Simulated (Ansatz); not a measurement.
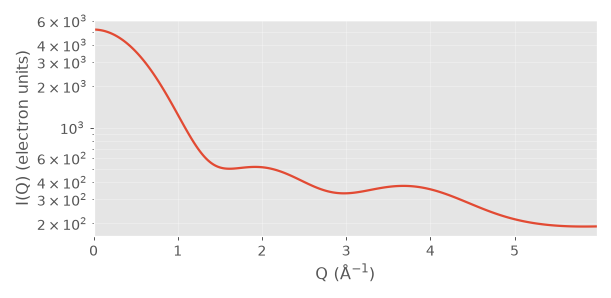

Elastic X-ray scattering of a randomly oriented, rigid molecule, calculated with the Debye equation from neutral-atom form factors (independent atoms, no Compton part, no vibration). The geometry is the end point of an optimisation (RKS PBE-D4/STO-3G in Ansatz); it may be a saddle point or a higher isomer. It contains Cl, Si, C, S, H.

Q: How many electrons does the independent-atom model of the molecule hold?

A: I(0) is the square of the electron number: I(0) = 5180, so about 72 electrons, the count of CH5ClSSi2.

Q: What radius of gyration does the initial fall-off give?

A: From I(Q) ≈ I(0) exp(−Q²R²/3) at small Q, R ≈ 2.10 Å. It is larger than the electron-weighted radius of the nuclear positions alone (1.96 Å), because each atom's electron cloud adds to it.
